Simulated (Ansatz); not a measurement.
# Cu(PH3)(SiH3) (CuH₆PSi): trial inputs and their diagnosis

Aim: try 2 inputs for Cu(PH3)(SiH3) (CuH₆PSi) as typed, read how each ends, and find what has to change.

Computed with Ansatz 0.2.0, Gaussian basis. Level: the settings change from run to run.

**1. The geometry**

An earlier B3LYP-D4/def2-SVP relaxation fixed the geometry.

9 atoms, charge 0, spin multiplicity 1.

Atoms are counted from 1 here; the program's logs count them from 0.

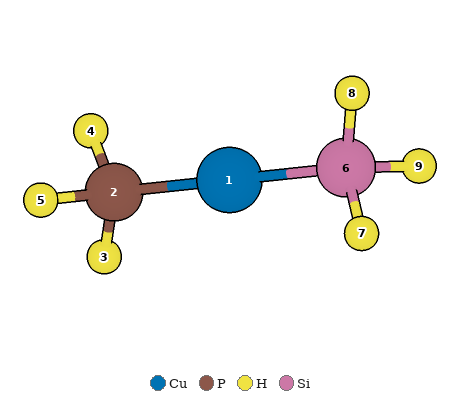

The geometry (copper blue, phosphorus brown, hydrogen yellow, silicon pink); atoms are numbered from 1 in the order of the file.

**2. Try 1**

in.yaml reads:

```yaml
crystal:
  periodic: [false, false, false]
  atoms:
    - {symbol: Cu, position_ang: [0.002557, 0.006306, -0.013170]}
    - {symbol: P, position_ang: [0.000109, -0.009321, 1.358679]}
    - {symbol: H, position_ang: [0.487070, -0.570386, 1.774604]}
    - {symbol: H, position_ang: [-0.727323, -0.185588, 2.072430]}
    - {symbol: H, position_ang: [0.236078, 0.686904, 2.090869]}
    - {symbol: Si, position_ang: [0.000935, 0.012522, -1.392570]}
    - {symbol: H, position_ang: [0.924439, 0.234855, -2.061017]}
    - {symbol: H, position_ang: [-0.687917, 0.682882, -2.057384]}
    - {symbol: H, position_ang: [-0.202144, -0.786675, -2.060373]}
basis:
  gaussian: {orbitals: def2-mTZVP}
hamiltonian: {xc: {name: RPBE}}
accuracy: high
scf: {omitted_lower_state_checks: [starts]}
```

Run with:

```sh
ansatz run in.yaml --threads 4 --pin off --events-out ev --progress --plain --max-ram 3916MiB
```

Log:

```text
Functional definition: RPBE
  name "RPBE"
  cite "Hammer, Hansen & Nørskov, Phys. Rev. B 59, 7413 (1999) doi:10.1103/PhysRevB.59.7413"
  cite "Perdew, Burke & Ernzerhof, Phys. Rev. Lett. 77, 3865 (1996) doi:10.1103/PhysRevLett.77.3865"
  parameter kappa = 0.804
  parameter beta = 0.06672455060314922
  exchange = rpbe_x(kappa = kappa, mu = beta*pi^2/3)
  correlation = pbe_c(beta = beta)
these checks for a lower state are left out or cut short: starts
1866 factors; integrals over basis functions are off by at most 4.6e-9 eV
mean field evaluation 1: about -61837.3077 eV, gradient 5.7e1 eV
mean field evaluation 2: about -61831.0537 eV, gradient 8.2e1 eV
mean field evaluation 4: about -61846.2409 eV, gradient 1.1e1 eV
mean field evaluation 8: about -61846.3672 eV, gradient 2.8e-1 eV
mean field evaluation 16: about -61846.3675 eV, gradient 1.1e-5 eV
mean field -61846.36746843 eV, -2272.8120834914 hartree, gradient 3.5e-8 eV, S^2 0.000000; 0 other end points of the search recorded, 0 dependent functions left out
reference -61846.36747263 eV, -2272.8120836456 hartree; 32, 32 occupied and 63, 63 virtual orbitals, 1866 factors
Total energy: -61846.36747263 eV, -2272.8120836456 hartree
Checks for a lower state left out: starts
```

It took 2.9 s on 4 threads of Arm Neoverse V2, shared host.

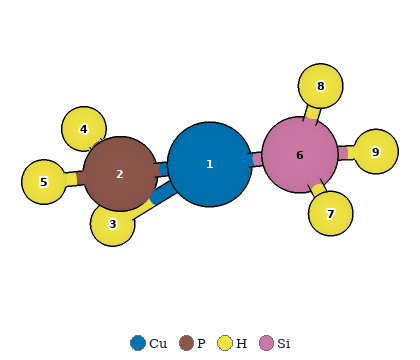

The geometry of this input.

What is wrong: It ended without an error, which proves nothing about the input. The geometry is squeezed well below its size. The shortest distance is 0.85 Å (P2–H3), against 1.42 Å in the relaxed molecule. Its energy is no property of the relaxed molecule. To mend it, use the relaxed coordinates.

**3. Try 2**

in.yaml reads:

```yaml
crystal:
  periodic: [true, true, true]
  atoms:
    - {symbol: Cu, position_ang: [0.004261, 0.010509, -0.021950]}
    - {symbol: P, position_ang: [0.000155, -0.013316, 2.264465]}
    - {symbol: H, position_ang: [0.811784, -0.950643, 2.957673]}
    - {symbol: H, position_ang: [-1.212205, -0.265126, 2.960615]}
    - {symbol: H, position_ang: [0.393464, 1.144839, 2.986956]}
    - {symbol: Si, position_ang: [0.001558, 0.017889, -2.320950]}
    - {symbol: H, position_ang: [1.320627, 0.391425, -2.944309]}
    - {symbol: H, position_ang: [-0.982739, 0.975546, -2.939120]}
    - {symbol: H, position_ang: [-0.336906, -1.311125, -2.943390]}
basis:
  gaussian: {orbitals: def2-SVP}
hamiltonian: {xc: {name: B97}}
scf: {omitted_lower_state_checks: [starts]}
output: {forces: true}
```

Same command.

Log:

```text
Error: YAML parse error: error: line 2 column 3: crystal: missing field `lattice` (a structure is typed as `lattice` and `atoms`, a molecule's as `atoms` in Å alone, or read from a run's directory, `checkpoint`)
 --> <input>:2:3
  |
1 | crystal:
2 |   periodic: [true, true, true]
  |   ^ crystal: missing field `lattice` (a structure is typed as `lattice` and `atoms`, a molecule's as `atoms` in Å alone, or read from a run's directory, `checkpoint`)
3 |   atoms:
4 |     - {symbol: Cu, position_ang: [0.004261, 0.010509, -0.021950]}
  |
```

It took 0.05 s on 4 threads of Arm Neoverse V2, shared host.

What is wrong: The program refused the input. The molecule is marked periodic without a cell. To mend it, set periodic to false, or give a lattice.

**4. How the tries ended**

| try | level | ended | cause | time |
| --- | --- | --- | --- | --- |
| 1 | RPBE/def2-mTZVP | converged | the geometry is squeezed well below its size | 2.9 s |
| 2 | B97/def2-SVP | refused | the molecule is marked periodic without a cell | 0.05 s |

1 converged, 1 refused. A refusal costs next to no computing time. The dangerous case is the input that converges on a wrong geometry, charge, spin, basis or grid: often only a look at the input shows it.
